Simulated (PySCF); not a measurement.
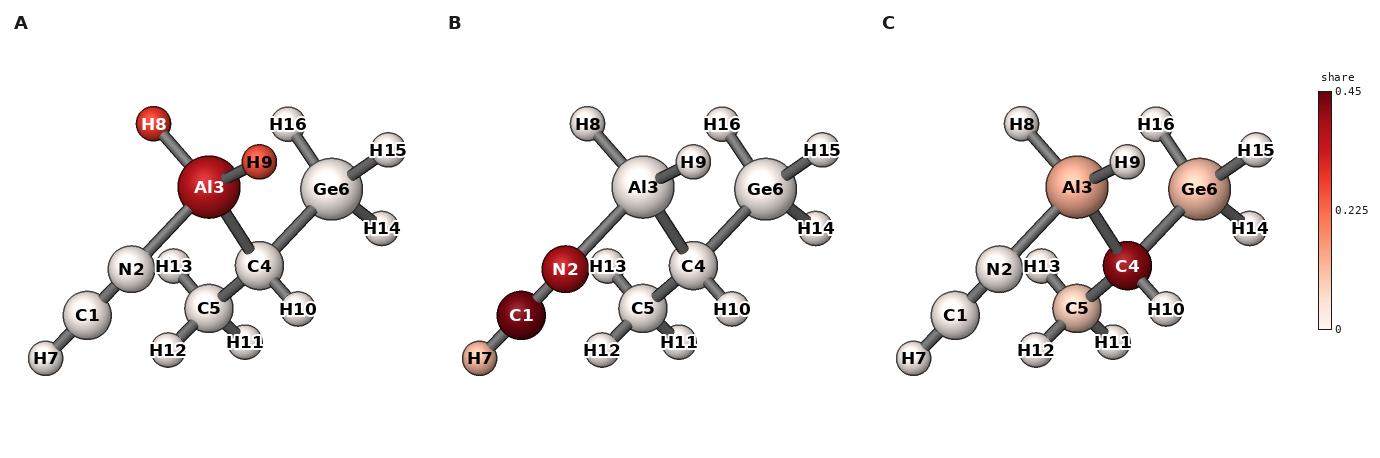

Each panel colours the atoms by their Löwdin share in one orbital (up to four of the largest shares; other atoms are shown as zero). The computed structure is the end point of a GFN2-xTB optimisation. No frequency run is at hand to confirm it as a minimum. Method: B3LYP/def2-SVPD (PySCF 2.14.0).

### The panels show the HOMO−1, HOMO, LUMO, in some order. Which is which?

A: HOMO−1, −7.39 eV; Al3 0.36, H8 0.29, H9 0.25
B: LUMO, −1.99 eV; C1 0.43, N2 0.37, H7 0.11
C: HOMO, −6.47 eV; C4 0.41, Al3 0.13, Ge6 0.10, C5 0.08

The geometry is semi-empirical. Around Al, Ge such bond lengths and angles can be off by a tenth of an ångström or more and by several degrees, and values that hang on the shape move with them.
